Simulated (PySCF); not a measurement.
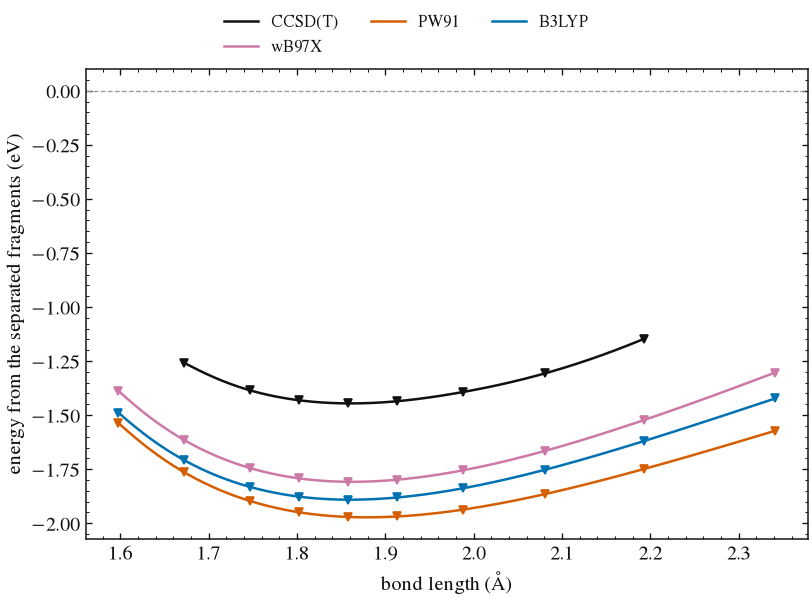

Bond curves of LiN, triplet (excess alpha electrons: πx +1, πy +1), pcseg-2 (non-relativistic), PySCF: energy from the separated fragments (atoms in their ground configurations, no counterpoise). One reference determinant with the occupation held, the lowest that a PBE0 search over spins and occupations found; no spin-orbit coupling. Splines pass through the computed points, which are marked. References: UKS for B3LYP, PW91 and wB97X; UHF for CCSD(T). Spin contamination grows along the curve for B3LYP and PW91.

### Order the curves at 2.19 Å.

PW91 −1.75, B3LYP −1.62, wB97X −1.52, CCSD(T) −1.15 eV, from lowest to highest.

### Give the values at the computed points that all curves share.

In eV:
| bond length (Å) | CCSD(T) | wB97X | PW91 | B3LYP |
| --- | --- | --- | --- | --- |
| 1.67 | −1.26 | −1.61 | −1.76 | −1.71 |
| 1.75 | −1.38 | −1.74 | −1.90 | −1.83 |
| 1.80 | −1.43 | −1.79 | −1.95 | −1.88 |
| 1.86 | −1.45 | −1.81 | −1.97 | −1.89 |
| 1.91 | −1.44 | −1.80 | −1.97 | −1.88 |
| 1.99 | −1.39 | −1.76 | −1.94 | −1.84 |
| 2.08 | −1.31 | −1.67 | −1.87 | −1.75 |
| 2.19 | −1.15 | −1.52 | −1.75 | −1.62 |

Limits of at least one run: lowest determinant of a PBE0 search, another state may lie lower.
